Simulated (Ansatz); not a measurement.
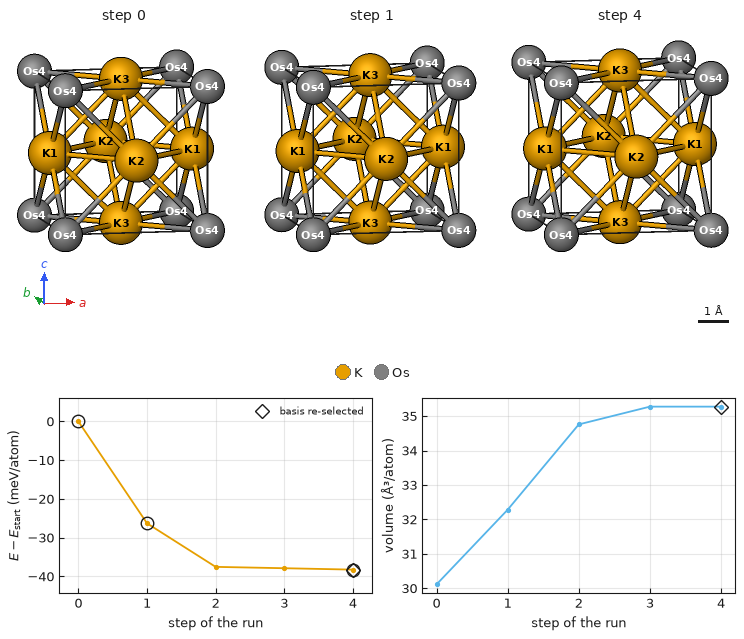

Frames of a relaxation of a crystal of K3Os (built on the Cu3Au (L1_2)_221 type), marked on the history of the run. A ball-and-stick model of the cell of the calculation, seen slightly off an axis.

Case: Cu3Au (L1_2) type (Pm-3m, No. 221).

All numbers below come from DFT PBE, scalar-relativistic, plane waves, PAW (Ansatz 0.2.0).

Input
```yaml
crystal:
  lattice:
    - [4.9386261476, 0.0, 0.0]
    - [0.0, 4.9386261476, 0.0]
    - [0.0, 0.0, 4.9386261476]
  atoms:
    - { symbol: K, position: [0.0, 0.5, 0.5] }
    - { symbol: K, position: [0.5, 0.0, 0.5] }
    - { symbol: K, position: [0.5, 0.5, 0.0] }
    - { symbol: Os, position: [0.0, 0.0, 0.0] }
basis:
  ecutwfc: 420
kpoints:
  mp_grid: { grid: [10, 10, 10] }
hamiltonian:
  xc: pbe
scf:
  occupations: { method: gaussian, width: 0.1 }
output:
  forces: true
  stress: true
  eigenvalues: true
  write_density: true
  write_potential: true
  elf: true
  volumetric_format: npy
relax:
  adjacent_minimum: "off"
  f_tol: 0.01
  max_steps: 80
  cell: { stress_tol: 0.05 }
```

Run as
```bash
ansatz run input.yaml --threads 1 --pin off --max-ram 2560MiB --backend cpu --events-out ev --progress --plain --runs-dir out
```

Q: Describe the path.

A: No atom moves by more than 0.005 Å relative to the cell. The volume changes by +17.1 %, with a = b = c 4.939 → 5.206 Å (+5.4 %). Near-neighbour distances that change, for instance: K1–Os4 3.492 → 3.681 Å, K1–K2 3.492 → 3.681 Å. The space group stays Pm-3m (No. 221). Over 3 accepted moves (4 points after the start) the energy falls by 38.2 meV per atom. All forces vanish by symmetry, so only the cell relaxes. Pressure: 2.65 GPa at the start and 0.04 GPa at the end. At 1 point the geometry stayed and the basis and grid were re-selected for the new cell (energy shift of 0.4 meV per atom at most each time). From step 0 to 1: volume +7.2 %, energy −26.3 meV per atom. From step 1 to 4: volume +9.3 %, energy −11.9 meV per atom.
